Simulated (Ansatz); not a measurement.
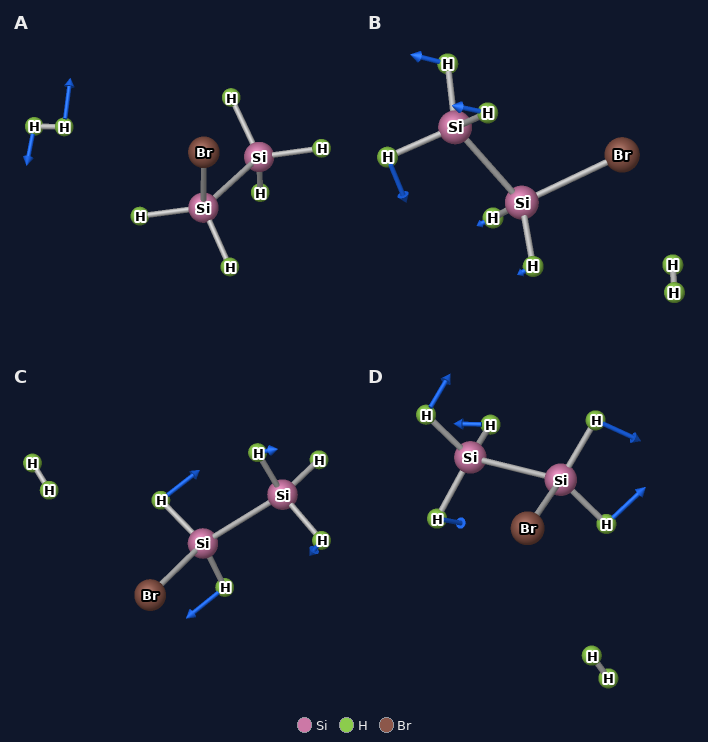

4 normal modes of one molecule or complex, as arrows. Harmonic vibrations computed with RKS PBE0-D4/def2-TZVP (Ansatz 0.2.0) at a stationary point of the same level.

### Match the panels to the wavenumbers 161 cm⁻¹, 511 cm⁻¹, 687 cm⁻¹, 941 cm⁻¹.

A: 161 cm⁻¹
B: 511 cm⁻¹, H–Si–Si bending
C: 687 cm⁻¹, angle bending
D: 941 cm⁻¹, H–Si–H bending
